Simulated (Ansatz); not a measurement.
**Y: response to strain**

Start from Y in the hcp (Mg type) structure (space group P6_3/mmc, No. 194; a = 3.6809 Å, c = 5.7213 Å; relaxed with 0.1 eV smearing). Axes: x lies along a and z along c of the hexagonal cell.

Strains are applied to the cell and any free atomic positions relax; under biaxial strain the out-of-plane vector relaxes too.

Method: r2SCAN (Ansatz, a first-principles code), spin-orbit coupling left out, earlier PAW set.

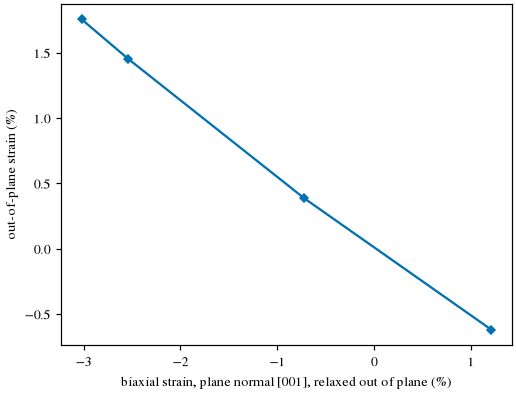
Figure: Out-of-plane strain against biaxial strain, plane normal [001], relaxed out of plane

| biaxial strain, plane normal [001], relaxed out of plane (%) | out-of-plane strain |
|---|---|
| -3.02 | +1.76 % |
| -2.54 | +1.45 % |
| -0.72 | +0.39 % |
| 1.21 | -0.62 % |

No phonon test of stability was made. All final runs are without spin polarisation.
